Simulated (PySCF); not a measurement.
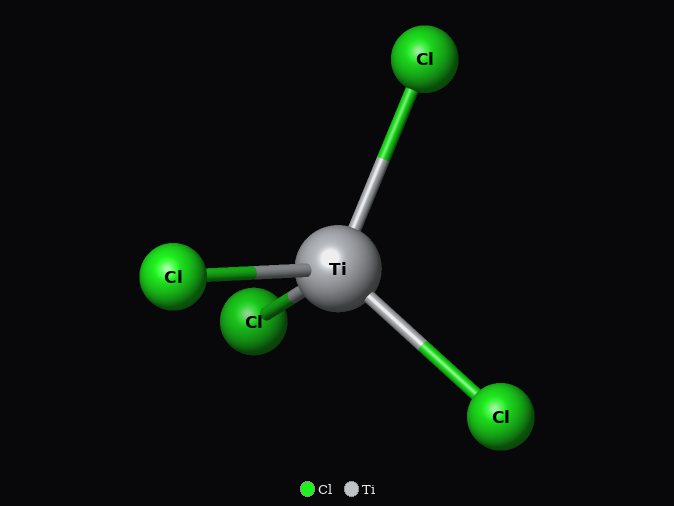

A molecule with one transition-metal atom. Charge 0, singlet. The geometry was computed by an optimisation with PBE0-D3(BJ)/def2-TZVP. No frequency run is at hand to confirm it as a minimum.

Describe the coordination sphere.

Answer. Ti binds 4 atoms: 4 Cl at 2.16 Å. The arrangement is tetrahedral.

Give the formal oxidation state and the d-electron count.

Answer. Ti(IV), d⁰, counting the ligands as closed-shell ions or neutral donors.
